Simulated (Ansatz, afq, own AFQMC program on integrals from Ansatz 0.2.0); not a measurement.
# Ge2H3 (doublet): quantum Monte Carlo beside coupled cluster at distance Ge1–Ge2 = 2.489 Å, cc-pVDZ

Aim: compute Ge2H3 (doublet) with auxiliary-field quantum Monte Carlo on the same integrals as coupled cluster, and set the energies side by side.

The runs use Ansatz 0.2.0, Gaussian basis, and an in-house AFQMC program (afq) on its integrals; all values are calculated; cc-pVDZ, frozen cores.

To be run: PBE (unrestricted); r2SCAN (unrestricted); PBE0 (unrestricted); B3LYP (unrestricted); wB97M-V (unrestricted); B2PLYP (unrestricted); CCSD(T) on UHF; Phaseless AFQMC, CISD trial on UHF; Free-projection AFQMC, CISD trial on UHF.

3 further runs of the same task are left out: 3 that didn't finish.

**1. What is computed**

The geometry derives from a PBE0/def2-TZVP stationary point (not a proven minimum). One bond is set to the value named and the two fragments are kept rigid. No spin-orbit coupling is included. The filled d shell of Ge may be among the frozen orbitals whatever the setting's name suggests; the logs give the count.

5 atoms, charge 0, spin multiplicity 2.

Atoms are counted from 1 here; the program's logs count them from 0.

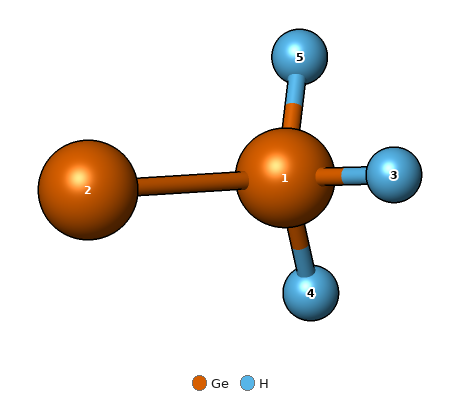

The geometry (germanium orange, hydrogen blue); atoms are numbered from 1 in the order of the file.

**2. PBE (unrestricted)**

Contents of in.yaml:

```yaml
crystal:
  periodic: [false, false, false]
  atoms:
    - {symbol: Ge, position_ang: [-0.001989, 0.000001, 1.207499]}
    - {symbol: Ge, position_ang: [-0.001381, -0.000001, -1.281547]}
    - {symbol: H, position_ang: [1.500233, -0.000013, 1.588157]}
    - {symbol: H, position_ang: [-0.628647, 1.243483, 1.874144]}
    - {symbol: H, position_ang: [-0.628670, -1.243469, 1.874145]}
basis:
  gaussian: {orbitals: cc-pVDZ}
magnetization: {spin_polarized: true, initial_magnetization: 1}
hamiltonian: {xc: {name: PBE}}
output: {orbitals: {seedname: orbitals}}
```

Command:

```console
ansatz run in.yaml --threads 1 --pin off --events-out ev --progress --plain --max-ram 1382MiB
```

What it wrote:

```text
Functional definition: PBE
  name "PBE"
  cite "Perdew, Burke & Ernzerhof, Phys. Rev. Lett. 77, 3865 (1996) doi:10.1103/PhysRevLett.77.3865"
  parent pbe
  parameter kappa = 0.804
  parameter beta = 0.06672455060314922
  exchange = pbe_x(kappa = kappa, mu = beta*pi^2/3)
  correlation = pbe_c(beta = beta)
924 factors; their error is unknown
mean field evaluation 1: about -113063.5185 eV, gradient 1.1e1 eV
mean field evaluation 2: about -113062.0808 eV, gradient 1.5e1 eV
mean field evaluation 4: about -113064.5930 eV, gradient 4.6e-1 eV
mean field evaluation 8: about -113064.5839 eV, gradient 5.6e-2 eV
mean field evaluation 16: about -113064.5839 eV, gradient 5.9e-5 eV
mean field evaluation 32: about -113064.4447 eV, gradient 2.6e0 eV
mean field -113064.58387929 eV, -4155.0468196366 hartree, gradient 5.0e-7 eV, S^2 0.752604; 6 other end points of the search recorded, 0 dependent functions left out
reference -113064.58391358 eV, -4155.0468208964 hartree; 34, 33 occupied and 35, 36 virtual orbitals, 924 factors
Total energy: -113064.58391358 eV, -4155.0468208964 hartree
```

Run time: 12 s. Hardware: 1 thread of Arm Neoverse V2, shared host.

From the report: ⟨S²⟩ of the determinant 0.753 (pure doublet: 0.75).

**3. r2SCAN (unrestricted)**

Edit in.yaml of step 2 so:

```diff
@@ -11,3 +11,2 @@
 magnetization: {spin_polarized: true, initial_magnetization: 1}
-hamiltonian: {xc: {name: PBE}}
-output: {orbitals: {seedname: orbitals}}
+hamiltonian: {xc: {name: r2SCAN}}
```

The command is unchanged.

What it wrote, shortened:

```text
Functional definition: r2SCAN
  name "r2SCAN"
  cite "Furness, Kaplan, Ning, Perdew & Sun, J. Phys. Chem. Lett. 11, 8208 (2020) doi:10.1021/acs.jpclett.0c02405"
  cite "Furness, Kaplan, Ning, Perdew & Sun, J. Phys. Chem. Lett. 11, 9248 (2020) doi:10.1021/acs.jpclett.0c03077"
  parent r2scan
[...]
924 factors; their error is unknown
[...]
mean field -113081.18981793 eV, -4155.6570766257 hartree, gradient 9.1e-6 eV, S^2 0.755422; 6 other end points of the search recorded, 0 dependent functions left out
reference -113081.18982899 eV, -4155.6570770319 hartree; 34, 33 occupied and 35, 36 virtual orbitals, 924 factors
Total energy: -113081.18982899 eV, -4155.6570770319 hartree
```

Run time: 37 s. Hardware: 1 thread of Arm Neoverse V2, shared host.

From the report: ⟨S²⟩ of the determinant 0.755 (pure doublet: 0.75).

**4. PBE0 (unrestricted)**

Edit in.yaml of step 3 so:

```diff
@@ -11,2 +11,3 @@
 magnetization: {spin_polarized: true, initial_magnetization: 1}
-hamiltonian: {xc: {name: r2SCAN}}
+hamiltonian: {xc: {name: PBE0}}
+output: {orbitals: {seedname: orbitals}}
```

Same command.

What it wrote, shortened:

```text
Functional definition: PBE0
  name "PBE0"
  cite "Adamo & Barone, J. Chem. Phys. 110, 6158 (1999) doi:10.1063/1.478522"
  cite "Perdew, Burke & Ernzerhof, Phys. Rev. Lett. 77, 3865 (1996) doi:10.1103/PhysRevLett.77.3865"
  parent pbe
[...]
784 factors; integrals over basis functions are off by at most 9.9e-4 eV
[...]
mean field -113067.63112978 eV, -4155.1588040264 hartree, gradient 8.3e-6 eV, S^2 0.753651; 3 other end points of the search recorded, 0 dependent functions left out
reference -113067.63115559 eV, -4155.1588049748 hartree; 34, 33 occupied and 35, 36 virtual orbitals, 784 factors
Total energy: -113067.63115559 eV, -4155.1588049748 hartree
```

Wall time 9 s (1 thread of Arm Neoverse V2, shared host).

From the report: ⟨S²⟩ of the determinant 0.754 (pure doublet: 0.75).

**5. B3LYP (unrestricted)**

Edit in.yaml of step 4 so:

```diff
@@ -11,3 +11,2 @@
 magnetization: {spin_polarized: true, initial_magnetization: 1}
-hamiltonian: {xc: {name: PBE0}}
-output: {orbitals: {seedname: orbitals}}
+hamiltonian: {xc: {name: B3LYP}}
```

Same command.

What it wrote, shortened:

```text
Functional definition: B3LYP
  name "B3LYP"
  cite "Stephens, Devlin, Chabalowski & Frisch, J. Phys. Chem. 98, 11623 (1994) doi:10.1021/j100096a001"
  cite "Becke, Phys. Rev. A 38, 3098 (1988) doi:10.1103/PhysRevA.38.3098"
  cite "Lee, Yang & Parr, Phys. Rev. B 37, 785 (1988) doi:10.1103/PhysRevB.37.785"
  cite "Vosko, Wilk & Nusair, Can. J. Phys. 58, 1200 (1980) doi:10.1139/p80-159"
[...]
784 factors; integrals over basis functions are off by at most 9.9e-4 eV
[...]
mean field -113084.60196020 eV, -4155.7824705411 hartree, gradient 8.4e-6 eV, S^2 0.752395; 6 other end points of the search recorded, 0 dependent functions left out
reference -113084.60219255 eV, -4155.7824790797 hartree; 34, 33 occupied and 35, 36 virtual orbitals, 784 factors
Total energy: -113084.60219255 eV, -4155.7824790797 hartree
```

Run time: 15 s. Hardware: 1 thread of Arm Neoverse V2, shared host.

From the report: ⟨S²⟩ of the determinant 0.752 (pure doublet: 0.75).

**6. wB97M-V (unrestricted)**

Edit in.yaml of step 5 so:

```diff
@@ -11,2 +11,3 @@
 magnetization: {spin_polarized: true, initial_magnetization: 1}
-hamiltonian: {xc: {name: B3LYP}}
+hamiltonian: {xc: {name: wB97M-V}}
+output: {orbitals: {seedname: orbitals}}
```

Same command.

What it wrote, shortened:

```text
Functional definition: wB97M-V
  name "wB97M-V"
  cite "Mardirossian & Head-Gordon, J. Chem. Phys. 144, 214110 (2016) doi:10.1063/1.4952647"
  cite "Becke, J. Chem. Phys. 107, 8554 (1997) doi:10.1063/1.475007"
  cite "Vydrov & Van Voorhis, J. Chem. Phys. 133, 244103 (2010) doi:10.1063/1.3521275"
  # Of w^i u^j: cxij and so on, Table III.
[...]
  gx(w, u) = 1 - cx + cx01*u + cx10*w
  gss(w, u) = css00 + css04*u^4 + css10*w + css20*w^2 + css43*w^4*u^3
  gos(w, u) = cos00 + cos10*w + (cos20 + cos21*u)*w^2 + (cos60 + cos61*u)*w^6
[...]
      + integral(e_c_pw_mod_opposite_spin*gos(b97_w_opposite, b97_u_opposite)) + vv10(b, c)
784 factors; integrals over basis functions are off by at most 9.9e-4 eV
220 factors; integrals over basis functions are off by at most 3.1e-6 eV
[...]
mean field -113075.37760540 eV, -4155.4434817547 hartree, gradient 4.6e-6 eV, S^2 0.752523; 3 other end points of the search recorded, 0 dependent functions left out
reference -113075.37764224 eV, -4155.4434831086 hartree; 34, 33 occupied and 35, 36 virtual orbitals, 784 factors
Total energy: -113075.37764224 eV, -4155.4434831086 hartree
```

It took 37 s on 1 thread of Arm Neoverse V2, shared host; peak memory 0.38 GiB.

From the report: ⟨S²⟩ of the determinant 0.753 (pure doublet: 0.75).

**7. B2PLYP (unrestricted)**

Edit in.yaml of step 6 so:

```diff
@@ -11,3 +11,3 @@
 magnetization: {spin_polarized: true, initial_magnetization: 1}
-hamiltonian: {xc: {name: wB97M-V}}
-output: {orbitals: {seedname: orbitals}}
+hamiltonian: {xc: {name: B2PLYP}}
+correlation: {electrons: outside_noble_gas}
```

Launched as before.

What it wrote, shortened:

```text
Functional definition: B2PLYP
  name "B2PLYP"
  cite "Grimme, J. Chem. Phys. 124, 034108 (2006) doi:10.1063/1.2148954"
  cite "Becke, Phys. Rev. A 38, 3098 (1988) doi:10.1103/PhysRevA.38.3098"
  cite "Lee, Yang & Parr, Phys. Rev. B 37, 785 (1988) doi:10.1103/PhysRevB.37.785"
[...]
784 factors; integrals over basis functions are off by at most 9.9e-4 eV
[...]
mean field -113057.55127951 eV, -4154.7883763615 hartree, gradient 2.4e-6 eV, S^2 0.754696; 4 other end points of the search recorded, 0 dependent functions left out
28 core orbitals not correlated: weight in the atoms' cores, before any rotation towards them, 0.999 or more for the frozen orbitals, at most 0.001 for the correlated occupied ones
reference -113057.55142778 eV, -4154.7883818102 hartree; 6, 5 occupied and 35, 36 virtual orbitals, 784 factors
second order -5.34873401 eV of doubles, -0.00000000 eV of singles
Total energy: -113058.99558596 eV, -4154.8414536446 hartree
```

Wall time 12 s (1 thread of Arm Neoverse V2, shared host).

From the report: ⟨S²⟩ of the determinant 0.755 (pure doublet: 0.75).

**8. CCSD(T) on UHF**

Edit in.yaml of step 7 so:

```diff
@@ -11,3 +11,2 @@
 magnetization: {spin_polarized: true, initial_magnetization: 1}
-hamiltonian: {xc: {name: B2PLYP}}
-correlation: {electrons: outside_noble_gas}
+correlation: {method: ccsd_t, electrons: outside_noble_gas, hamiltonian_folder: ham}
```

Launched as before.

What it wrote, shortened:

```text
Functional definition: HF
  name "HF"
  cite "Fock, Z. Phys. 61, 126 (1930) doi:10.1007/BF01340294"
  parent pbe
[...]
784 factors; integrals over basis functions are off by at most 9.9e-4 eV
[...]
mean field -112991.78958078 eV, -4152.3716785080 hartree, gradient 2.6e-6 eV, S^2 0.779772; 15 other end points of the search recorded, 0 dependent functions left out
determinant -112991.78958078 eV, -4152.3716785080 hartree, with singles and doubles -112997.10349225 eV, -4152.5669611526 hartree
determinant -112991.73290076 eV, -4152.3695955555 hartree, with singles and doubles -112997.04977775 eV, -4152.5649871811 hartree
determinant -112990.39548449 eV, -4152.3204464142 hartree, with singles and doubles -112995.42132402 eV, -4152.5051426102 hartree
determinant -112990.29903949 eV, -4152.3169021260 hartree, with singles and doubles -112995.41156112 eV, -4152.5047838304 hartree
[...]
determinant -112989.17724255 eV, -4152.2756768488 hartree, with singles and doubles -112994.53219144 eV, -4152.4724675906 hartree
determinant -112989.04572297 eV, -4152.2708435934 hartree, with singles and doubles -112994.40280600 eV, -4152.4677127633 hartree
determinant -112991.78958078 eV, -4152.3716785080 hartree, with singles and doubles -112997.10677798 eV, -4152.5670819010 hartree
determinant -112991.73290076 eV, -4152.3695955555 hartree, with singles and doubles -112997.04964674 eV, -4152.5649823667 hartree
28 core orbitals not correlated: weight in the atoms' cores, before any rotation towards them, 0.999 or more for the frozen orbitals, at most 0.000 for the correlated occupied ones
reference -112991.78958078 eV, -4152.3716785080 hartree; 6, 5 occupied and 35, 36 virtual orbitals, 784 factors
second order -4.18934130 eV of doubles, -0.00000000 eV of singles
cycle   1  -5.31719924 eV  change   -2.0e-6 eV  update   1.5e-6
perturbative correction -0.13341746 eV, -0.0049030012 hartree
Total energy: -112997.24019748 eV, -4152.5719849770 hartree
```

Run time: 27 s. Hardware: 1 thread of Arm Neoverse V2, shared host.

From the report: ⟨S²⟩ of the determinant 0.780 (pure doublet: 0.75); correlation -5.4506 eV; T1 0.023; largest double amplitude 0.07.

This run also writes the integrals to the folder ham.

**9. Phaseless AFQMC, CISD trial on UHF**

It reads the integrals that the CCSD(T) run on this determinant wrote.

Command:

```console
afq ham --method phaseless --trial cisd --walkers 60 --populations 1 --least-time 40 --time-step 0.005 --steps-per-block 50 --equilibration-blocks 28 --max-blocks 300 --target-error 0.0004 --factor-cut 1e-05 --start spin_pure --seed 2469 --release-times 0.24,0.51,0.99,1.62,2.4 --release-step 0.03 --release-every 4 --taylor-order 6
```

What it wrote:

```text
orbitals 41  electrons 6 5  factors 334 of 784
reference energy -4152.37167851 Eh
CCSD correlation -0.19540332 Eh in 16 cycles, weight of the determinant in the CISD state 0.8639
energy of the start -4152.565636 Eh
 block  time / (1/Eh)  mean weight  energy / Eh
     1     0.250  1.0002  -4152.563150
     2     0.500  0.9999  -4152.564343
     3     0.750  0.9996  -4152.564849
     4     1.000  1.0002  -4152.567714
     5     1.250  0.9989  -4152.568659
     6     1.500  1.0006  -4152.569764
     7     1.750  1.0000  -4152.568619
     8     2.000  1.0005  -4152.569684
     9     2.250  1.0007  -4152.571763
    10     2.500  1.0010  -4152.571056
    13     3.250  0.9984  -4152.576490
    19     4.750  0.9981  -4152.570545
    25     6.250  1.0026  -4152.581753
    31     7.750  0.9996  -4152.571865
    37     9.250  1.0000  -4152.574747
    43    10.750  0.9995  -4152.574315
    49    12.250  1.0005  -4152.573648
    55    13.750  1.0006  -4152.570591
    61    15.250  0.9990  -4152.573102
    67    16.750  1.0007  -4152.577925
    73    18.250  1.0004  -4152.574760
    79    19.750  1.0021  -4152.580339
    85    21.250  1.0007  -4152.581604
    91    22.750  0.9983  -4152.573856
    97    24.250  0.9997  -4152.572065
   103    25.750  0.9998  -4152.572432
   109    27.250  0.9989  -4152.574152
   115    28.750  0.9997  -4152.573764
   121    30.250  1.0005  -4152.572656
   127    31.750  0.9992  -4152.569274
   133    33.250  1.0000  -4152.569793
   139    34.750  1.0009  -4152.573852
   145    36.250  1.0005  -4152.570444
   151    37.750  0.9991  -4152.570811
   157    39.250  0.9987  -4152.573917
   163    40.750  1.0015  -4152.573887
   169    42.250  0.9979  -4152.569471
   175    43.750  0.9989  -4152.571871
   181    45.250  0.9997  -4152.570690
   187    46.750  0.9991  -4152.572090
   193    48.250  0.9985  -4152.572583
   199    49.750  1.0005  -4152.570704
   205    51.250  1.0011  -4152.572912
   211    52.750  1.0012  -4152.574627
   217    54.250  0.9997  -4152.569892
   223    55.750  1.0012  -4152.570053
   229    57.250  0.9984  -4152.570066
   235    58.750  0.9997  -4152.573134
   241    60.250  1.0009  -4152.576082
   247    61.750  0.9993  -4152.574627
blocks merged  error / Eh  count
     1  0.000197  220
     2  0.000251  110
     4  0.000313  55
     8  0.000387  27
    16  0.000550  13
released: time / (1/Eh)  energy / Eh  error  mean overlap
  0.24  -4152.573372  0.000392  0.9960
  0.51  -4152.573270  0.000424  0.9937
  0.99  -4152.573484  0.000371  0.9953
  1.62  -4152.573897  0.000365  0.9719
  2.40  -4152.573157  0.000411  0.9997
energy -4152.572842 +/- 0.000387 Eh
```

It took 7.7 min on 1 thread of Arm Neoverse V2, shared host.

Energy -112997.2635 ± 0.0105 eV. Caveats: constraint bias not in the error. The error still grows with block length (0.0085 to 0.0150 eV), so the bar may be too small.

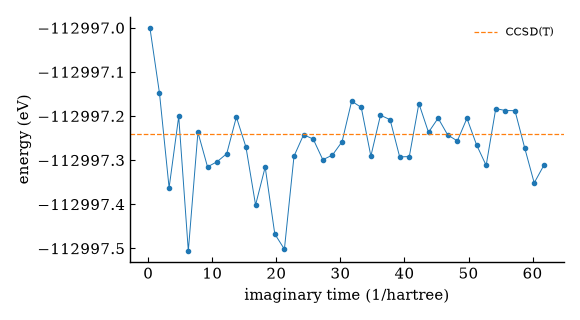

Block energies along the walk.

**10. Free-projection AFQMC, CISD trial on UHF**

It reads the integrals that the CCSD(T) run on this determinant wrote.

Command:

```console
afq ham --method free --trial cisd --walkers 60 --time-step 0.03 --max-blocks 80 --target-error 0.0004 --factor-cut 1e-05 --seed 9135 --times 0,0.21,0.42,0.81,1.2,1.8,2.4,3 --taylor-order 8
```

What it wrote:

```text
orbitals 41  electrons 6 5  factors 334 of 784
reference energy -4152.37167851 Eh
CCSD correlation -0.19540332 Eh in 16 cycles, weight of the determinant in the CISD state 0.8639
repeat  energy at the last time / Eh  error
    10  -4152.572912  0.000826
    20  -4152.572538  0.000484
    30  -4152.572781  0.000459
    40  -4152.572895  0.000374
time / (1/Eh)  energy / Eh  error  mean overlap
  0.00  -4152.567032  0.000165  1.1574
  0.21  -4152.569173  0.000187  1.1562
  0.42  -4152.570538  0.000201  1.1472
  0.81  -4152.571603  0.000236  1.1538
  1.20  -4152.572538  0.000219  1.1429
  1.80  -4152.572865  0.000258  1.1479
  2.40  -4152.572926  0.000352  1.1625
  3.00  -4152.572827  0.000368  1.1785
energy -4152.572827 +/- 0.000368 Eh
```

Wall time 3.2 min (1 thread of Arm Neoverse V2, shared host).

Energy -112997.2631 ± 0.0100 eV. Caveats: remainder of the start not in the error.

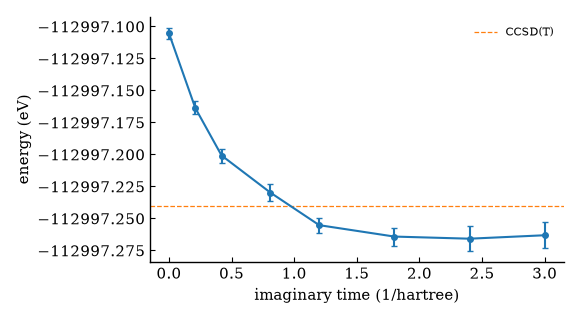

Energy against projection time, with error bars.

**11. AFQMC on the ladder**

On the UHF determinant, counted from CCSD(T) (a yardstick, not exact):

```
                                                   level   energy (eV)  from CCSD(T) (kcal/mol)  statistical error (kcal/mol)     time
                                                      HF  -112991.7896                  +125.69                                       
                                                     MP2  -112995.9789                   +29.09                                       
                                                    CCSD  -112997.1068                    +3.08                                       
                                                 CCSD(T)  -112997.2402                     0.00                                       
     Phaseless AFQMC, CISD trial, step 0.005, 60 walkers  -112997.2635                    -0.54                          0.24  7.7 min
Free-projection AFQMC, CISD trial, step 0.03, 60 walkers  -112997.2631                    -0.53                          0.23  3.2 min
```

The functionals' totals stand on their own zeros and serve differences with other points: PBE -113064.584 eV; r2SCAN -113081.190 eV; PBE0 -113067.631 eV; B3LYP -113084.602 eV; wB97M-V -113075.378 eV; B2PLYP -113058.996 eV.

**12. Outcome**

```
                                             quantity                  value
      Phaseless AFQMC, CISD trial on UHF from CCSD(T)  -0.54 ± 0.24 kcal/mol
Free-projection AFQMC, CISD trial on UHF from CCSD(T)  -0.53 ± 0.23 kcal/mol
```

In words: On UHF the phaseless walk with the CISD trial lies -0.54 kcal/mol from CCSD(T), within three error bars. Free projection has no constraint; at the last time it gives -0.53 ± 0.23 kcal/mol, and from a start that isn't spin pure other spins can mix in. Error bars are statistical and leave out the constraint, the time step and what remains of the start.
